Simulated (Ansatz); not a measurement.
# CH₄BrSi (SMILES C[SiH+]Br) (charge +1): what the fields show

```xyz
7

C    -0.7196    0.4629   -0.2877
Si    0.8393   -0.3134    0.2731
Br    0.8965   -2.3647    0.8648
H    -0.5601    1.5246   -0.5334
H    -1.4866    0.3683    0.5029
H    -1.1009   -0.0758   -1.1749
H     2.1315    0.3981    0.3552
```

Level of theory: RKS B3LYP-D4/def2-SVP (Ansatz 0.2.0).

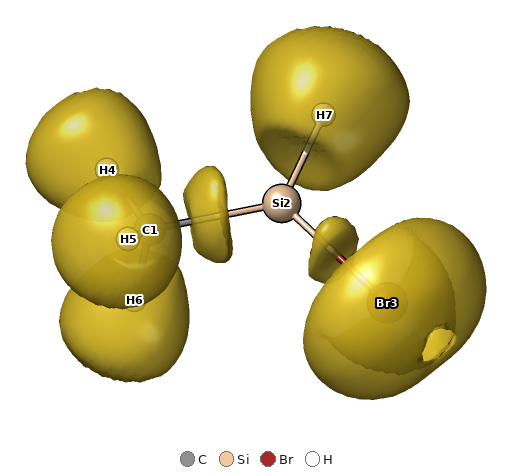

Figure 1. Isosurface of the ELF at 0.8 (yellow), seen at a tilt. Core shells and regions of very low density are left out.

**Identify the bonds, lone pairs and shells in this picture.**

At this value the surface marks out one region between bonded Br–Si atoms (shared pairs), one region between bonded C–Si atoms (shared pairs), four regions around hydrogen nuclei and one ring or bowl of non-bonding electrons around Br.


C–Si (1.83 Å): the ELF peaks at about 0.95 between the atoms (a covalent bond). Si–Br (2.14 Å): the ELF peaks at about 0.85 between the atoms (a shared but strongly polarised pair).

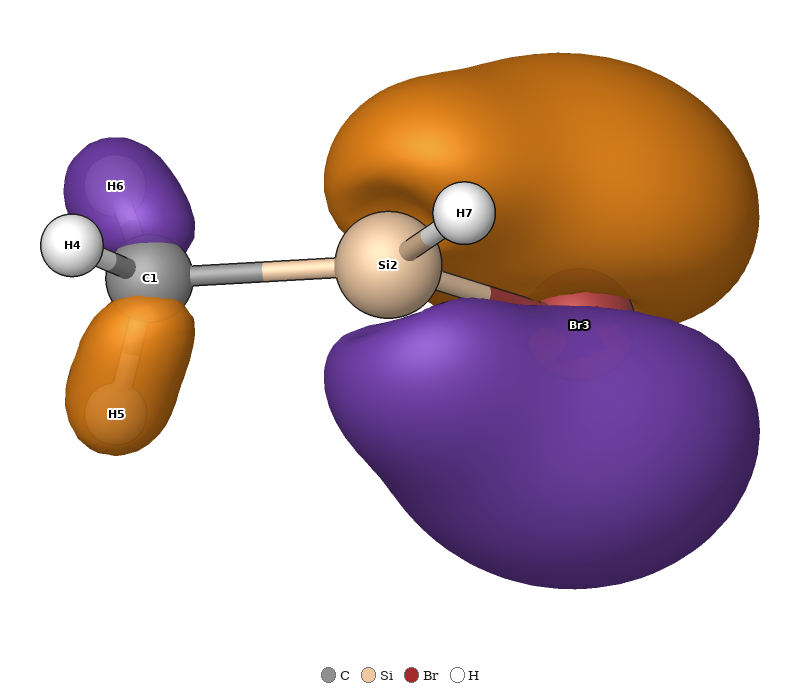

Figure 2. The HOMO−1 at ±0.08 Å⁻³ᐟ² (orange and purple are the two phases), seen from one side.

**Where does this orbital lie, and at what energy?**

By Hirshfeld shares it lies mainly on Br3 (about 85 %); largely a lone pair of Br3. Its energy is −14.74 eV.

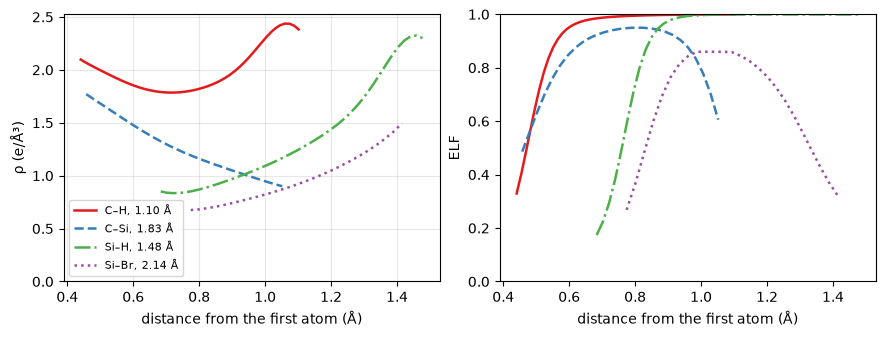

Figure 3. Electron density and ELF along straight lines between neighbouring atoms. The curves leave out the atomic cores.

**What can be read from the curves?**

C–H (1.10 Å): ρ at the midpoint is about 1.9 e/Å³; the ELF climbs to about 1 towards the hydrogen, as it does in any bond to H: an ordinary covalent bond to hydrogen.
C–Si (1.83 Å): ρ is about 1 e/Å³ halfway; the ELF peaks at about 0.95 between the atoms, as expected for a covalent bond.
Si–H (1.48 Å): the density is about 0.84 e/Å³ at the midpoint; the ELF climbs to about 1 towards the hydrogen.
Si–Br (2.14 Å): ρ at the midpoint is about 0.89 e/Å³; the ELF peaks at about 0.85 between the atoms (a shared but strongly polarised pair).
